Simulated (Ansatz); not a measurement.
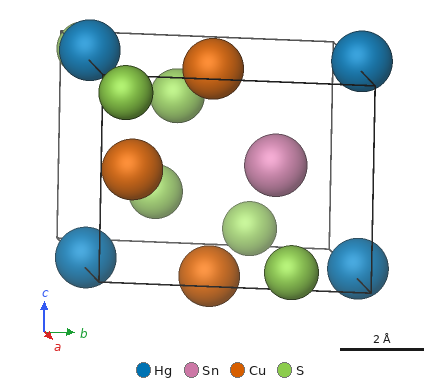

The image is a spheres-only drawing of a crystal, viewed slightly off an axis. The simulation cell is drawn as a box.

```yaml
crystal:
  lattice:
    - [5.66288, 0.00242, -0.14037]
    - [1.50006, 6.38245, -0.71884]
    - [0.67273, 0.38540, 5.18302]
  atoms:
    - { symbol: Hg, position: [0.53674, 0.02272, 0.02098] }
    - { symbol: Sn, position: [0.44680, 0.72789, 0.48476] }
    - { symbol: Cu, position: [0.74743, 0.15452, 0.49761] }
    - { symbol: Cu, position: [0.63980, 0.46086, 0.97662] }
    - { symbol: S, position: [0.13723, 0.33633, 0.27130] }
    - { symbol: S, position: [0.03262, 0.08019, 0.92488] }
    - { symbol: S, position: [0.97531, 0.71005, 0.07817] }
    - { symbol: S, position: [0.22047, 0.39695, 0.75421] }
```

Calculation details: DFT, PAW plane waves, PBE (Ansatz); a cutoff energy of 420 eV, the zone sampled with 4×3×4 points, Fermi-Dirac smearing of 0.1 eV, collinear spins.

### How charged are the atoms, by the Bader scheme?

Cu +0.30 e; Sn +0.64 e; Hg +0.08 e; S -0.37 to -0.28 e.

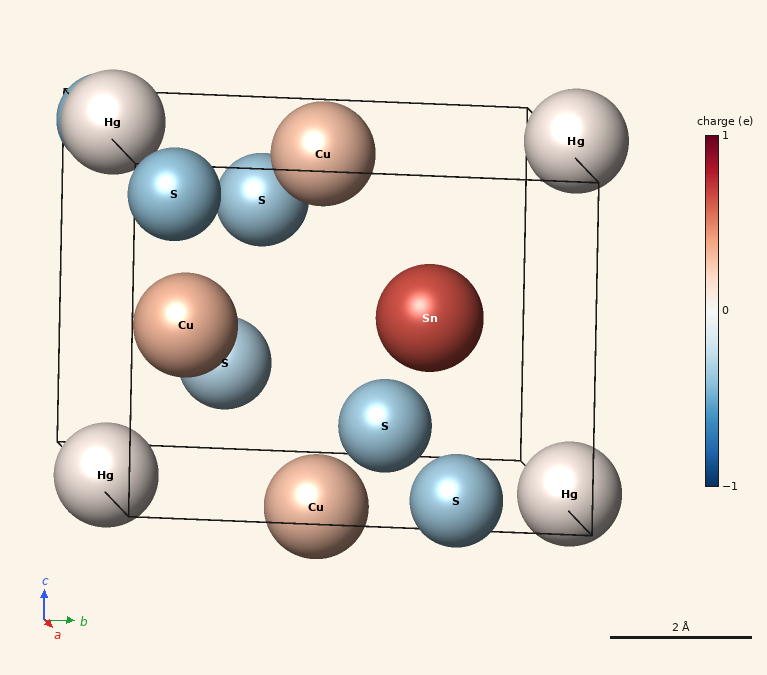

The atoms coloured by those charges.

The geometry is that of a made-up disordered cell, without relaxation. A calculation with Ansatz used it as input.

At this level of theory the cell isn't at rest (forces up to 1.3 eV/Å), so its distances can differ from those at equilibrium, the more so the softer the solid.
